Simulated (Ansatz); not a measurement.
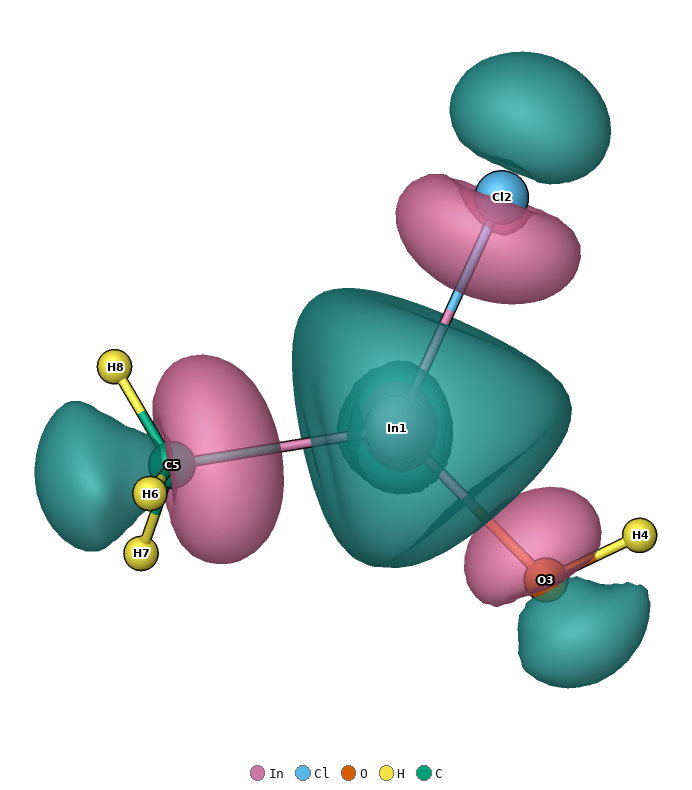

CH$_{4}$ClInO. The LUMO at ±0.1 Å⁻³ᐟ² (teal and pink are the two phases), seen across its widest extent.

Core potentials replace the inner electrons of In.

All numbers below come from UKS PBE-D4/def2-SVP (Ansatz 0.2.0).

```xyz
8

In    0.2947   -0.5750    0.0540
Cl    2.5518   -1.2807    0.3806
O    -0.9540   -2.1567   -0.0386
H    -0.4389   -2.9812    0.0650
C    -0.2889    1.4937   -0.1011
H    -0.6533    1.8243    0.8899
H    -1.1002    1.5826   -0.8468
H     0.5888    2.0930   -0.4030
```

**What is the character of this orbital?**

It lies mainly on In1 (about 45 %), C5 (about 20 %), Cl2 (about 15 %) and O3 (about 15 %). Its energy is −2.16 eV.
